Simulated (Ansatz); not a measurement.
# SiGeHS+ (triplet): wave-function methods side by side, cc-pVDZ

How much of the correlation energy of SiGeHS+ (triplet) does each wave-function method recover here?

Program: Ansatz 0.2.0, Gaussian basis. Level of theory: cc-pVDZ, core rule «outside noble gas», up to 24 orbitals frozen. These are calculated values, not measurements.

The runs, in order: UHF; CCSD(T) on ROHF; CCSD(T) on UHF; BCCD(T) on ROHF; CISD as a restricted active space (open shells left free, so some higher excitations enter); CCSDT(Q) on ROHF; CCSDT(Q) on UHF; CASSCF and NEVPT2, 10 electrons in 10 orbitals.

16 further runs of the same task are left out: 7 that didn't finish, 9 set aside as unsound or not needed. Runs told in other sessions of the task aren't counted.

## 1. What is computed

The geometry is a PBE0/def2-TZVP stationary point (not a proven minimum) of the parent state, kept for this charge and spin. No spin-orbit coupling is included. The filled d shell of Ge may be among the frozen orbitals whatever the setting's name suggests.

4 atoms, charge 1, spin multiplicity 3.

Atoms are counted from 1 here; the program's logs count them from 0.

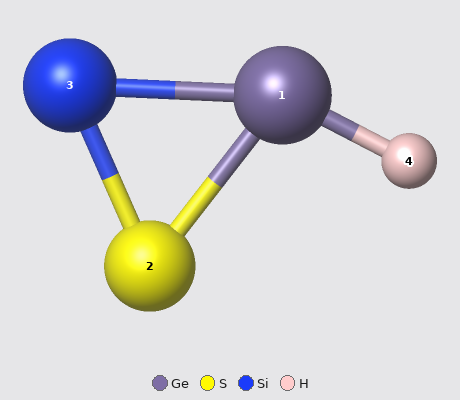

The geometry (germanium purple, sulfur yellow, silicon blue, hydrogen pink); atoms are numbered from 1 in the order of the file.

In the tables R marks a restricted open-shell determinant and U an unrestricted one; 'frontier' is the active space of 10 electrons in 10 orbitals; energies count from the table's Hartree-Fock row.

## 2. UHF

Input file in.yaml:

```yaml
crystal:
  periodic: [false, false, false]
  atoms:
    - {symbol: Ge, position_ang: [0.000000, -0.017806, 0.919530]}
    - {symbol: S, position_ang: [0.000000, 0.996085, -1.190929]}
    - {symbol: Si, position_ang: [0.000000, -1.135267, -1.084049]}
    - {symbol: H, position_ang: [0.000000, 1.228792, 1.824031]}
basis:
  gaussian: {orbitals: cc-pVDZ}
total_charge: 1
magnetization: {spin_polarized: true, initial_magnetization: 2}
hamiltonian: {xc: hf}
output: {orbitals: {seedname: orbitals}}
```

Run with:

```console
$ ansatz run in.yaml --threads 1 --pin off --events-out ev --progress --plain --max-ram 2393MiB
```

What it wrote:

```text
Functional definition: HF
  name "HF"
  cite "Fock, Z. Phys. 61, 126 (1930) doi:10.1007/BF01340294"
  parent pbe
  exchange = exact_x
  correlation = 0
748 factors; integrals over basis functions are off by at most 1.2e-3 eV
mean field evaluation 1: about -75155.7645 eV, gradient 1.9e1 eV
mean field evaluation 2: about -75155.7756 eV, gradient 1.9e1 eV
mean field evaluation 4: about -75158.8370 eV, gradient 2.3e0 eV
mean field evaluation 8: about -75159.0613 eV, gradient 5.0e-1 eV
mean field evaluation 16: about -75159.1230 eV, gradient 3.8e-5 eV
mean field evaluation 32: about -75157.8061 eV, gradient 5.5e0 eV
mean field evaluation 64: about -75158.8036 eV, gradient 1.7e0 eV
mean field evaluation 96: about -75158.0320 eV, gradient 4.5e0 eV
mean field evaluation 128: about -75159.0923 eV, gradient 7.5e-1 eV
mean field evaluation 160: about -75159.0773 eV, gradient 3.9e-1 eV
mean field -75159.12304254 eV, -2762.0468271300 hartree, gradient 1.6e-5 eV, S^2 2.103438; 4 other end points of the search recorded, 0 dependent functions left out
reference -75159.12304254 eV, -2762.0468271300 hartree; 32, 30 occupied and 36, 38 virtual orbitals, 748 factors
Total energy: -75159.12304254 eV, -2762.0468271300 hartree
```

It took 3.3 s on 1 thread of AMD EPYC 9B45, shared host.

From the report: ⟨S²⟩ of the determinant 2.103 (pure triplet: 2.00).

## 3. CCSD(T) on ROHF

in.yaml: that of step 2 with these lines changed.

```diff
@@ -10,4 +10,3 @@
 total_charge: 1
-magnetization: {spin_polarized: true, initial_magnetization: 2}
-hamiltonian: {xc: hf}
-output: {orbitals: {seedname: orbitals}}
+magnetization: {spin_polarized: false, initial_magnetization: 2}
+correlation: {method: ccsd_t, electrons: outside_noble_gas}
```

The command is unchanged.

What it wrote, shortened:

```text
Functional definition: HF
  name "HF"
  cite "Fock, Z. Phys. 61, 126 (1930) doi:10.1007/BF01340294"
  parent pbe
[...]
748 factors; integrals over basis functions are off by at most 1.2e-3 eV
[...]
mean field -75158.78594428 eV, -2762.0344389975 hartree, gradient 6.7e-6 eV, S^2 2.000000; 18 other end points of the search recorded, 0 dependent functions left out
[...]
determinant -75158.78594428 eV, -2762.0344389975 hartree, with singles and doubles -75167.29123473 eV, -2762.3470026563 hartree
determinant -75158.70061443 eV, -2762.0313031832 hartree, with singles and doubles -75167.10686311 eV, -2762.3402271242 hartree
determinant -75158.62491540 eV, -2762.0285212952 hartree, with singles and doubles -75167.25506467 eV, -2762.3456734311 hartree
determinant -75158.26215213 eV, -2762.0151899911 hartree, with singles and doubles -75166.28760025 eV, -2762.3101197695 hartree
[...]
determinant -75155.77752799 eV, -2761.9238817378 hartree, with singles and doubles -75164.30723394 eV, -2762.2373426500 hartree
determinant -75158.78594428 eV, -2762.0344389975 hartree, with singles and doubles -75167.31189589 eV, -2762.3477619398 hartree
determinant -75158.70061443 eV, -2762.0313031832 hartree, with singles and doubles -75167.20896918 eV, -2762.3439794531 hartree
determinant -75158.62491540 eV, -2762.0285212952 hartree, with singles and doubles -75167.28000859 eV, -2762.3465901035 hartree
[...]
24 core orbitals not correlated: weight in the atoms' cores, before any rotation towards them, 0.999 or more for the frozen orbitals, at most 0.000 for the correlated occupied ones
reference -75158.78594428 eV, -2762.0344389975 hartree; 8, 6 occupied and 36, 38 virtual orbitals, 748 factors
second order -7.43640624 eV of doubles, -0.12601077 eV of singles
cycle   1  -8.52595050 eV  change    1.1e-6 eV  update   4.2e-6
perturbative correction -0.45104945 eV, -0.0165757617 hartree
Total energy: -75167.76294424 eV, -2762.3643376611 hartree
```

Run time: 19 s. Hardware: 1 thread of AMD EPYC 9B45, shared host.

From the report: correlation -8.9770 eV; T1 0.056; largest double amplitude 0.07.

## 4. CCSD(T) on UHF

in.yaml: that of step 3 with these lines changed.

```diff
@@ -10,3 +10,3 @@
 total_charge: 1
-magnetization: {spin_polarized: false, initial_magnetization: 2}
+magnetization: {spin_polarized: true, initial_magnetization: 2}
 correlation: {method: ccsd_t, electrons: outside_noble_gas}
```

Launched as before.

What it wrote, shortened:

```text
Functional definition: HF
  name "HF"
  cite "Fock, Z. Phys. 61, 126 (1930) doi:10.1007/BF01340294"
  parent pbe
[...]
748 factors; integrals over basis functions are off by at most 1.2e-3 eV
[...]
mean field -75159.12304254 eV, -2762.0468271300 hartree, gradient 2.4e-6 eV, S^2 2.103438; 19 other end points of the search recorded, 0 dependent functions left out
determinant -75159.12304254 eV, -2762.0468271300 hartree, with singles and doubles -75167.31954669 eV, -2762.3480431019 hartree
determinant -75158.89993214 eV, -2762.0386279740 hartree, with singles and doubles -75167.15531269 eV, -2762.3420076134 hartree
determinant -75158.89241908 eV, -2762.0383518742 hartree, with singles and doubles -75167.22342526 eV, -2762.3445107043 hartree
determinant -75158.45789774 eV, -2762.0223835093 hartree, with singles and doubles -75166.29352710 eV, -2762.3103375772 hartree
[...]
determinant -75155.97714065 eV, -2761.9312173680 hartree, with singles and doubles -75164.14369917 eV, -2762.2313328582 hartree
determinant -75159.12304254 eV, -2762.0468271300 hartree, with singles and doubles -75167.33022250 eV, -2762.3484354305 hartree
determinant -75158.89993214 eV, -2762.0386279740 hartree, with singles and doubles -75167.22947923 eV, -2762.3447331835 hartree
determinant -75158.89241908 eV, -2762.0383518742 hartree, with singles and doubles -75167.27071215 eV, -2762.3462484654 hartree
24 core orbitals not correlated: weight in the atoms' cores, before any rotation towards them, 0.999 or more for the frozen orbitals, at most 0.000 for the correlated occupied ones
reference -75159.12304254 eV, -2762.0468271300 hartree; 8, 6 occupied and 36, 38 virtual orbitals, 748 factors
second order -7.15409306 eV of doubles, -0.00000000 eV of singles
cycle   1  -8.20718199 eV  change   -2.0e-6 eV  update   2.2e-6
perturbative correction -0.43145983 eV, -0.0158558561 hartree
Total energy: -75167.76168436 eV, -2762.3642913613 hartree
```

Wall time 21 s (1 thread of AMD EPYC 9B45, shared host).

From the report: ⟨S²⟩ of the determinant 2.103 (pure triplet: 2.00); correlation -8.6386 eV; T1 0.042; largest double amplitude 0.07.

## 5. BCCD(T) on ROHF

in.yaml: that of step 4 with these lines changed.

```diff
@@ -10,3 +10,3 @@
 total_charge: 1
-magnetization: {spin_polarized: true, initial_magnetization: 2}
-correlation: {method: ccsd_t, electrons: outside_noble_gas}
+magnetization: {spin_polarized: false, initial_magnetization: 2}
+correlation: {method: bccd_t, electrons: outside_noble_gas}
```

The command is unchanged.

What it wrote, shortened:

```text
Functional definition: HF
  name "HF"
  cite "Fock, Z. Phys. 61, 126 (1930) doi:10.1007/BF01340294"
  parent pbe
[...]
748 factors; integrals over basis functions are off by at most 1.2e-3 eV
[...]
mean field -75158.78594428 eV, -2762.0344389975 hartree, gradient 6.7e-6 eV, S^2 2.000000; 18 other end points of the search recorded, 0 dependent functions left out
[...]
determinant -75158.78594428 eV, -2762.0344389975 hartree, with singles and doubles -75167.29123473 eV, -2762.3470026563 hartree
determinant -75158.70061443 eV, -2762.0313031832 hartree, with singles and doubles -75167.10686311 eV, -2762.3402271242 hartree
determinant -75158.62491540 eV, -2762.0285212952 hartree, with singles and doubles -75167.25506467 eV, -2762.3456734311 hartree
determinant -75158.26215213 eV, -2762.0151899911 hartree, with singles and doubles -75166.28760025 eV, -2762.3101197695 hartree
[...]
determinant -75158.78594428 eV, -2762.0344389975 hartree, with singles and doubles -75167.31189589 eV, -2762.3477619398 hartree
determinant -75158.70061443 eV, -2762.0313031832 hartree, with singles and doubles -75167.20896918 eV, -2762.3439794531 hartree
determinant -75158.62491540 eV, -2762.0285212952 hartree, with singles and doubles -75167.28000859 eV, -2762.3465901035 hartree
[...]
24 core orbitals not correlated: weight in the atoms' cores, before any rotation towards them, 0.999 or more for the frozen orbitals, at most 0.000 for the correlated occupied ones
reference -75158.78594428 eV, -2762.0344389975 hartree; 8, 6 occupied and 36, 38 virtual orbitals, 748 factors
second order -7.43640624 eV of doubles, -0.12601077 eV of singles
cycle   1  -8.50555887 eV  change    2.0e-2 eV  update   3.2e-2
[...]
cycle  16  -8.50443843 eV  change   -5.8e-6 eV  update   1.4e-5
perturbative correction -0.48764907 eV, -0.0179207728 hartree
Total energy: -75167.77803179 eV, -2762.3648921182 hartree
```

It took 19 s on 1 thread of AMD EPYC 9B45, shared host.

From the report: correlation -8.9921 eV; largest double amplitude 0.08.

## 6. CISD as a restricted active space (open shells left free, so some higher excitations enter)

in.yaml: that of step 5 with these lines changed.

```diff
@@ -11,2 +11,2 @@
 magnetization: {spin_polarized: false, initial_magnetization: 2}
-correlation: {method: bccd_t, electrons: outside_noble_gas}
+correlation: {active_space: {ras: {orbitals: [6, 2, 36], electrons: 14, max_holes: 2, max_particles: 2}, fixed_orbitals: true}}
```

Launched as before.

What it wrote:

```text
Functional definition: HF
  name "HF"
  cite "Fock, Z. Phys. 61, 126 (1930) doi:10.1007/BF01340294"
  parent pbe
  exchange = exact_x
  correlation = 0
748 factors; integrals over basis functions are off by at most 1.2e-3 eV
mean field evaluation 1: about -75155.5948 eV, gradient 2.5e1 eV
mean field evaluation 2: about -75155.6054 eV, gradient 2.5e1 eV
mean field evaluation 4: about -75158.5968 eV, gradient 2.6e0 eV
mean field evaluation 8: about -75158.7133 eV, gradient 4.6e-1 eV
mean field evaluation 16: about -75158.7859 eV, gradient 1.5e-3 eV
mean field evaluation 32: about -75158.4801 eV, gradient 4.1e0 eV
mean field evaluation 64: about -75158.7485 eV, gradient 8.0e-1 eV
mean field evaluation 96: about -75158.6536 eV, gradient 8.7e-1 eV
mean field -75158.78594428 eV, -2762.0344389975 hartree, gradient 6.7e-6 eV, S^2 2.000000; 11 other end points of the search recorded, 0 dependent functions left out
reference -75158.78594428 eV, -2762.0344389975 hartree; 32, 30 occupied and 36, 38 virtual orbitals, 748 factors
state -75166.25264573 eV, -2762.3088352147 hartree
Total energy: -75166.25264573 eV, -2762.3088352147 hartree
```

Wall time 9 s (1 thread of AMD EPYC 9B45, shared host).

From the report: 204,058 determinants.

## 7. CCSDT(Q) on ROHF

in.yaml: that of step 6 with these lines changed.

```diff
@@ -11,2 +11,2 @@
 magnetization: {spin_polarized: false, initial_magnetization: 2}
-correlation: {active_space: {ras: {orbitals: [6, 2, 36], electrons: 14, max_holes: 2, max_particles: 2}, fixed_orbitals: true}}
+correlation: {method: ccsdt_q, electrons: outside_noble_gas}
```

Launched as before.

What it wrote, shortened:

```text
Functional definition: HF
  name "HF"
  cite "Fock, Z. Phys. 61, 126 (1930) doi:10.1007/BF01340294"
  parent pbe
[...]
1375 factors; integrals over basis functions are off by at most 2.1e-7 eV
[...]
mean field -75158.78614791 eV, -2762.0344464805 hartree, gradient 7.1e-6 eV, S^2 2.000000; 16 other end points of the search recorded, 0 dependent functions left out
[...]
determinant -75158.78614791 eV, -2762.0344464805 hartree, with singles and doubles -75167.29144671 eV, -2762.3470104466 hartree
determinant -75158.70081207 eV, -2762.0313104465 hartree, with singles and doubles -75167.10707336 eV, -2762.3402348507 hartree
determinant -75158.62511707 eV, -2762.0285287065 hartree, with singles and doubles -75167.25527351 eV, -2762.3456811058 hartree
determinant -75158.26235206 eV, -2762.0151973384 hartree, with singles and doubles -75166.28782056 eV, -2762.3101278659 hartree
[...]
determinant -75158.78614791 eV, -2762.0344464805 hartree, with singles and doubles -75167.31210722 eV, -2762.3477697063 hartree
determinant -75158.70081207 eV, -2762.0313104465 hartree, with singles and doubles -75167.20917881 eV, -2762.3439871570 hartree
determinant -75158.62511707 eV, -2762.0285287065 hartree, with singles and doubles -75167.28021781 eV, -2762.3465977922 hartree
[...]
24 core orbitals not correlated: weight in the atoms' cores, before any rotation towards them, 0.999 or more for the frozen orbitals, at most 0.000 for the correlated occupied ones
reference -75158.78614791 eV, -2762.0344464805 hartree; 8, 6 occupied and 36, 38 virtual orbitals, 1375 factors
second order -7.43643391 eV of doubles, -0.12601047 eV of singles
cycle   1  -8.02255092 eV  change   -4.6e-1 eV  update   1.3e-1
[...]
cycle  26  -9.04231883 eV  change   -6.3e-7 eV  update   1.1e-6
perturbative correction -0.04881347 eV, -0.0017938619 hartree
Total energy: -75167.87728020 eV, -2762.3685394302 hartree
```

Run time: 61 s. Hardware: 1 thread of AMD EPYC 9B45, shared host; peak memory 0.93 GiB.

From the report: correlation -9.0911 eV; T1 0.070; largest double amplitude 0.14.

## 8. CCSDT(Q) on UHF

in.yaml: that of step 7 with these lines changed.

```diff
@@ -10,3 +10,3 @@
 total_charge: 1
-magnetization: {spin_polarized: false, initial_magnetization: 2}
+magnetization: {spin_polarized: true, initial_magnetization: 2}
 correlation: {method: ccsdt_q, electrons: outside_noble_gas}
```

Launched as before.

What it wrote, shortened:

```text
Functional definition: HF
  name "HF"
  cite "Fock, Z. Phys. 61, 126 (1930) doi:10.1007/BF01340294"
  parent pbe
[...]
1375 factors; integrals over basis functions are off by at most 2.1e-7 eV
[...]
mean field -75159.12324852 eV, -2762.0468346998 hartree, gradient 2.7e-6 eV, S^2 2.103440; 19 other end points of the search recorded, 0 dependent functions left out
determinant -75159.12324852 eV, -2762.0468346998 hartree, with singles and doubles -75167.31975826 eV, -2762.3480508766 hartree
determinant -75158.90013184 eV, -2762.0386353130 hartree, with singles and doubles -75167.15552319 eV, -2762.3420153494 hartree
determinant -75158.89262043 eV, -2762.0383592737 hartree, with singles and doubles -75167.22363190 eV, -2762.3445182981 hartree
determinant -75158.45809863 eV, -2762.0223908921 hartree, with singles and doubles -75166.29374753 eV, -2762.3103456780 hartree
[...]
determinant -75159.12324852 eV, -2762.0468346998 hartree, with singles and doubles -75167.33043387 eV, -2762.3484431981 hartree
determinant -75158.90013184 eV, -2762.0386353130 hartree, with singles and doubles -75167.22969005 eV, -2762.3447409311 hartree
determinant -75158.89262043 eV, -2762.0383592737 hartree, with singles and doubles -75167.27091985 eV, -2762.3462560983 hartree
24 core orbitals not correlated: weight in the atoms' cores, before any rotation towards them, 0.999 or more for the frozen orbitals, at most 0.000 for the correlated occupied ones
reference -75159.12324852 eV, -2762.0468346998 hartree; 8, 6 occupied and 36, 38 virtual orbitals, 1375 factors
second order -7.15411405 eV of doubles, -0.00000000 eV of singles
cycle   1  -7.70548678 eV  change   -5.5e-1 eV  update   1.3e-1
[...]
cycle  26  -8.70876816 eV  change   -6.2e-7 eV  update   1.7e-6
perturbative correction -0.05147559 eV, -0.0018916931 hartree
Total energy: -75167.88349228 eV, -2762.3687677199 hartree
```

Run time: 59 s. Hardware: 1 thread of AMD EPYC 9B45, shared host; peak memory 0.71 GiB.

From the report: ⟨S²⟩ of the determinant 2.103 (pure triplet: 2.00); correlation -8.7602 eV; T1 0.054; largest double amplitude 0.13.

## 9. CASSCF and NEVPT2, 10 electrons in 10 orbitals

in.yaml: that of step 8 with these lines changed.

```diff
@@ -10,3 +10,3 @@
 total_charge: 1
-magnetization: {spin_polarized: true, initial_magnetization: 2}
-correlation: {method: ccsdt_q, electrons: outside_noble_gas}
+magnetization: {spin_polarized: false, initial_magnetization: 2}
+correlation: {method: sc_nevpt2, electrons: outside_noble_gas, active_space: {window: {electrons: 10, orbitals: 10}}}
```

The command is unchanged.

What it wrote, shortened:

```text
Functional definition: HF
  name "HF"
  cite "Fock, Z. Phys. 61, 126 (1930) doi:10.1007/BF01340294"
  parent pbe
[...]
748 factors; integrals over basis functions are off by at most 1.2e-3 eV
[...]
mean field -75158.78594428 eV, -2762.0344389975 hartree, gradient 6.7e-6 eV, S^2 2.000000; 11 other end points of the search recorded, 0 dependent functions left out
reference -75158.78594428 eV, -2762.0344389975 hartree; 32, 30 occupied and 36, 38 virtual orbitals, 748 factors
state -75161.33674383 eV, -2762.1281791520 hartree
state -75161.33674383 eV, -2762.1281791520 hartree; corrected -75166.57112591 eV, -2762.3205391455 hartree
Total energy: -75166.57112591 eV, -2762.3205391455 hartree
```

It took 16 s on 1 thread of AMD EPYC 9B45, shared host.

From the report: 31,752 determinants; active occupations 1.97, 1.95, 1.95, 1.92, 1.02, 0.99, 0.07, 0.05, 0.04, 0.03.

## 10. All levels against the top one

No level here is safe as a reference; RCCSDT(Q) serves as a yardstick only. Rows without a time are mean-field rows or come out of runs for another level: lower rungs of the coupled-cluster runs, CASSCF and MRCISD of the multireference runs, or the Hartree-Fock search.

Differences are taken before rounding.

```csv
method,energy from the lowest ROHF (meV),from RCCSDT(Q) (meV),time
ROHF,0.0,+9091.3,
UHF,-337.1,+8754.2,
RMP2,-7562.4,+1528.9,
UMP2,-7491.2,+1600.1,
CISD,-7466.7,+1624.6,9 s
RCCSD,-8526.0,+565.4,
UCCSD,-8544.3,+547.1,
RCCSD(T),-8977.0,+114.3,19 s
UCCSD(T),-8975.7,+115.6,21 s
BCCD(T),-8992.1,+99.2,19 s
RCCSDT,-9042.5,+48.8,
UCCSDT,-9046.1,+45.3,
RCCSDT(Q),-9091.3,0,61 s
UCCSDT(Q),-9097.5,-6.2,59 s
CASSCF frontier,-2550.8,+6540.5,
NEVPT2 frontier,-7785.2,+1306.2,16 s
```

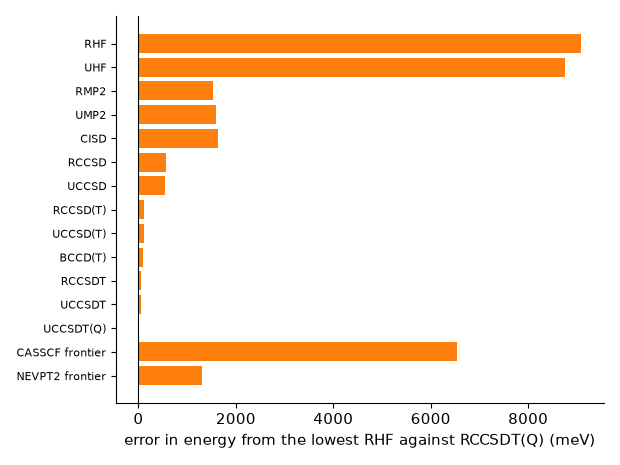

Error of each method against RCCSDT(Q).

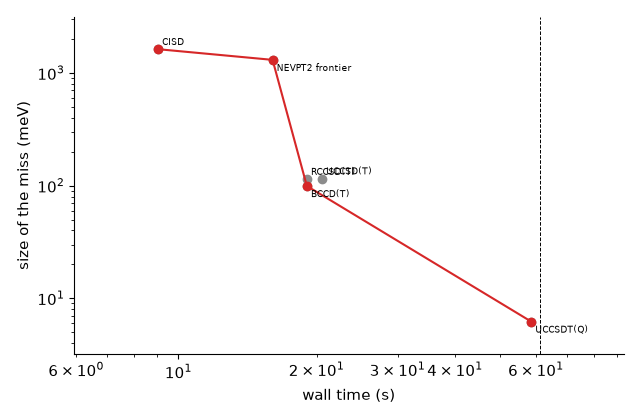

Miss against cost. Red marks the levels that no quicker level drawn beats (of those quicker than the yardstick), and the dashed line is the time of RCCSDT(Q). Times are from a shared host.

## 11. What came out

```
                      quantity        value
 RCCSDT(Q) from the ROHF energy   -9.0913 eV
           RMP2 from RCCSDT(Q)  +1528.9 meV
           UMP2 from RCCSDT(Q)  +1600.1 meV
          RCCSD from RCCSDT(Q)   +565.4 meV
       RCCSD(T) from RCCSDT(Q)   +114.3 meV
       UCCSD(T) from RCCSDT(Q)   +115.6 meV
      UCCSDT(Q) from RCCSDT(Q)     -6.2 meV
NEVPT2 frontier from RCCSDT(Q)  +1306.2 meV
                 T1 diagnostic        0.056
```

**Reading.** RCCSD(T) misses by +114.3 meV, 1.3 % of the correlation energy. Warnings: spin contamination; large T1 diagnostic.

With open shells the CI space here admits some higher excitations, so it is larger than plain CISD.
